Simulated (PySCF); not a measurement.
# Two attempts at BH2O (SMILES [BH]O)

Wanted: the energy of BH2O, UMP2/jul-cc-pV(T+d)Z (sfX2C).

The calculation is run with PySCF 2.14.0.

8 further runs of the same task are left out: 6 that didn't finish, 2 set aside as unsound or not needed.

## Step 1: Starting point

BH2O: 4 atoms, total charge 0, spin state doublet. SMILES: `[BH]O`. Geometry: relaxed at PBE0-D4/def2-TZVP.

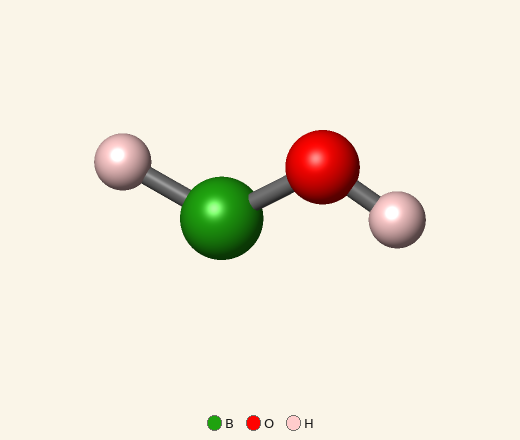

Viewed from a chosen angle; boron green, oxygen red, hydrogen pink.

## Step 2: The input as first written

input.py reads:

```python
from pyscf import gto, scf, mp

mol = gto.M(
    atom='''
B   -0.006100  -0.485500   0.388300
O    0.119700   0.544500  -0.448600
H   -1.064200  -1.032400   0.540300
H    1.006100   0.913200  -0.500300
''',
    verbose=3,
    basis='jul-cc-pv(t+d)z',
    spin=1,
    max_memory=1860,
)

myscf = scf.UHF(mol)
myscf = myscf.x2c()
myscf = myscf.density_fit(auxbasis='sto-3g')
myscf.kernel()
if not myscf.converged:
    myscf = myscf.newton().run(myscf.mo_coeff, myscf.mo_occ)

pt = mp.MP2(myscf, frozen=2).run()
energy = pt.e_tot
print('E(%s) = %.9f' % ('MP2', energy))
```

On the command line:

```
$ OMP_NUM_THREADS=1 python input.py
```

Standard output:

```text
converged SCF energy = -100.845030176433  <S^2> = 0.75254163  2S+1 = 2.00254
E(DFUMP2) = -101.077489369142  E_corr = -0.232459192709035
E(SCS-DFUMP2) = -101.038808507917  E_corr = -0.193778331483611
E(MP2) = -101.077489369
```

It took 1.1 s on 1 thread of Intel Xeon Platinum 8375C at 2.90GHz (Ice Lake), shared host; peak memory 0.14 GiB.

## Step 3: Diagnosis

The program ended normally, but the settings are unsound, so its numbers aren't properties of the molecule.

Cause: the fitting set doesn't suit the orbital basis or method. To mend it: integral approximation none in place of sto-3g.

## Step 4: Second attempt

calc.py reads:

```python
from pyscf import gto, scf, mp

molecule = gto.M(
    atom='B -0.006100 -0.485500 0.388300; O 0.119700 0.544500 -0.448600; H -1.064200 -1.032400 0.540300; H 1.006100 0.913200 -0.500300',
    spin=1,
    charge=0,
    basis='jul-cc-pv(t+d)z',
    verbose=3,
    max_memory=1860,
)

mf = scf.UHF(molecule)
mf = mf.sfx2c1e()
mf.kernel()
if not mf.converged:
    mf = mf.newton().run(mf.mo_coeff, mf.mo_occ)

pt = mp.MP2(mf, frozen=2).run()
e_tot = pt.e_tot
print('Final energy', e_tot)
```

On the command line:

```
$ OMP_NUM_THREADS=1 python calc.py
```

Standard output:

```text
converged SCF energy = -100.7863468284  <S^2> = 0.75377788  2S+1 = 2.0037743
E(UMP2) = -101.1126283794  E_corr = -0.326281551000726
E(SCS-UMP2) = -101.110187920089  E_corr = -0.323841091689452
Final energy -101.11262837940025
```

It took 9.9 s on 1 thread of Intel Xeon Platinum 8375C at 2.90GHz (Ice Lake), shared host; peak memory 0.36 GiB.

## Step 5: What came out

Level: UMP2/jul-cc-pV(T+d)Z (sfX2C).

```
                                                  quantity          value
                                              total energy  -101.11263 Eh
                      dipole moment (Hartree–Fock density)         1.30 D
HOMO energy (Hartree–Fock orbitals) (highest over α and β)       -9.13 eV
 LUMO energy (Hartree–Fock orbitals) (lowest over α and β)        0.96 eV
               correlation energy (2 core orbitals frozen)     -326.3 mEh
                         ⟨S²⟩ of the reference determinant          0.754
```

What this shows: The first attempt's energy was +0.956 eV off this one.
